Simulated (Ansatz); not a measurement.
The figure comes from a scan of KCl (rock salt): the cell is scaled evenly about its relaxed volume V₀. Calculation: r2SCAN (plane waves to 500 eV, PAW, scalar-relativistic; Ansatz, an electronic-structure program). k mesh 9×9×9 (Γ-centred), Fermi-Dirac smearing 0.05 eV. The energy includes the smearing's −TS. KCl was relaxed with its symmetry unable to fall. The zero of ΔE is the relaxed starting cell.

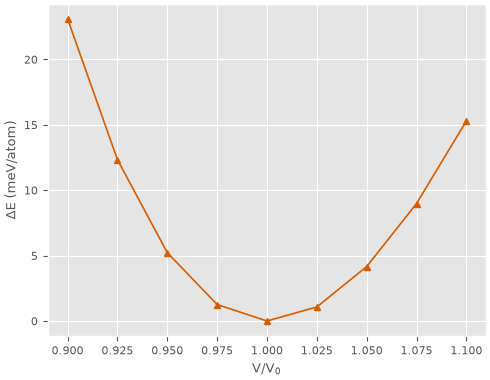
Figure: ΔE (meV/atom) against V/V₀; computed points joined by lines.

**Question.** Read the plotted values off the figure, to the accuracy that the plot allows.

**Answer.** To the nearest 0.5:

```tsv
V/V₀	ΔE (meV/atom)
0.900	23.0
0.925	12.5
0.950	5.0
0.975	1.5
1.000	0.0
1.025	1.0
1.050	4.0
1.075	9.0
1.100	15.5
```

(Under strain, the slope of the energy per volume gives the stress and its curvature an elastic modulus.)
